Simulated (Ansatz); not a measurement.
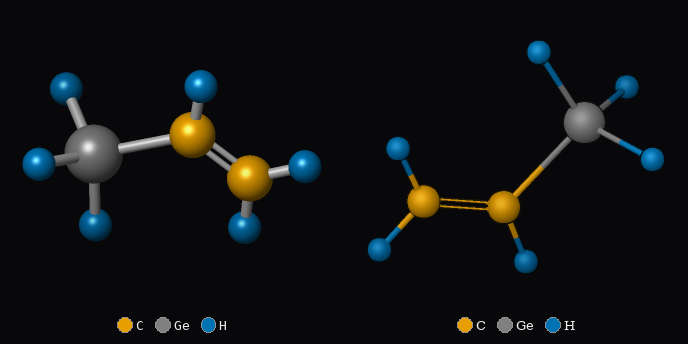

Both panels show the same species.

The geometry was computed by an optimisation with PBE0-D4/def2-TZVP.

Describe the molecule.

The molecule is C2H6Ge. As SMILES it reads `C=[CH][GeH3]`. Among its groups: alkene. This geometry has Cs symmetry. Coordination: 2 C trigonal planar; 1 Ge tetrahedral.

The parts below concern this one geometry. Atoms keep their numbers from picture to picture.

## Geometry

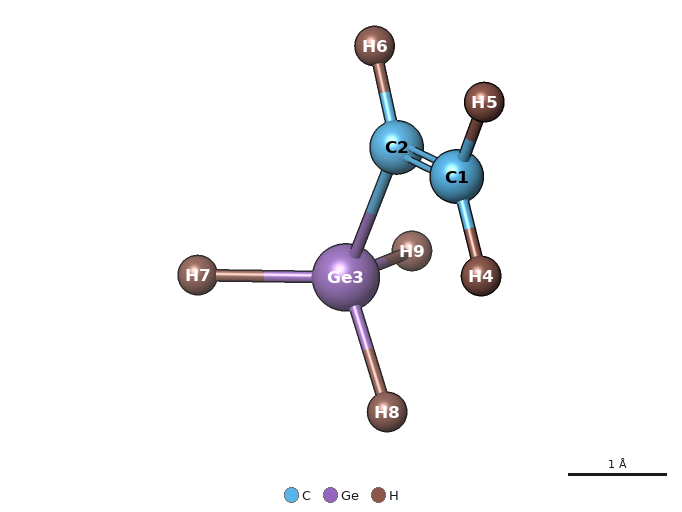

Numbered structure.

Estimate the angles C2–C1–H4, C2–C1–H5, C1–C2–Ge3, C1–C2–H6, Ge3–C2–H6, C2–Ge3–H8, C2–Ge3–H7.

```csv
angle,degrees
C2–C1–H4,122.0
C2–C1–H5,121.9
C1–C2–Ge3,123.1
C1–C2–H6,118.8
Ge3–C2–H6,118.1
C2–Ge3–H8,108.6
C2–Ge3–H7,110.6
```

## Thermal motion

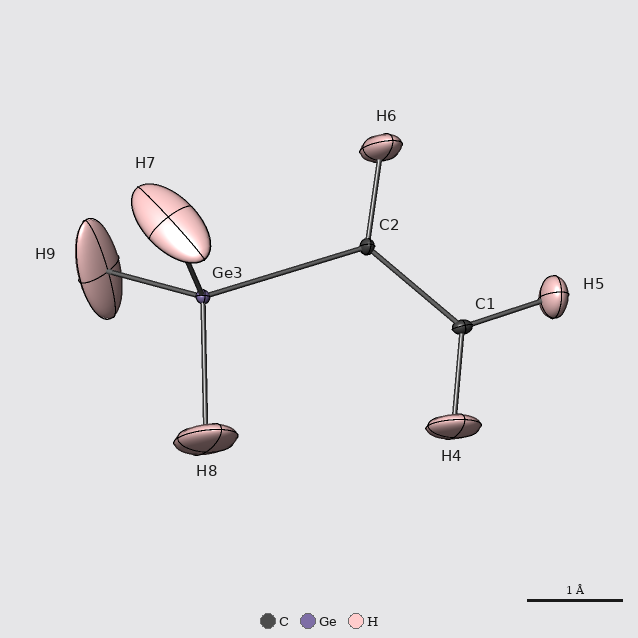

Displacement ellipsoids at the 50 % level, from the internal vibrations of the free molecule (harmonic, no overall translation or rotation; no half-axis is drawn under 0.075 Å). Vibrations computed with RKS PBE0-D4/def2-TZVP (Ansatz 0.2.0). Temperature: 400 K.

List U_eq and the three principal root-mean-square amplitudes for each kind of atom.

```tsv
atom	U_eq (Å²)	rms amplitudes (Å)
C1	0.0034	0.023, 0.067, 0.072
C2	0.0041	0.041, 0.055, 0.088
Ge3	0.00012	0.005, 0.006, 0.017
H4	0.0334	0.075, 0.182, 0.248
H5	0.0204	0.094, 0.146, 0.177
H6	0.0305	0.086, 0.128, 0.260
H7, H9	0.0655	0.088, 0.184, 0.394
H8	0.0557	0.088, 0.201, 0.345
```

## Electronic properties

Method: RKS PBE0-D4/def2-TZVPP (Ansatz 0.2.0).

What does the calculation give?

- HOMO energy (Kohn–Sham orbital): −7.94 eV
- LUMO energy (Kohn–Sham orbital): −0.30 eV
- HOMO–LUMO gap: 7.64 eV
- dispersion correction: −11.9 kJ/mol

## Charges

The questions are on Mulliken charges. Level of theory: RKS B3LYP-D4/def2-TZVPP (Ansatz 0.2.0).

List the Mulliken charges.

```csv
atom,value (e)
C1,−0.19
C2,−0.20
Ge3,0.14
H4,0.09
H5,0.11
H6,0.10
H7,−0.02
H8,−0.02
H9,−0.02
```

Mulliken values depend strongly on the basis set and can even reverse the polarity of a bond.
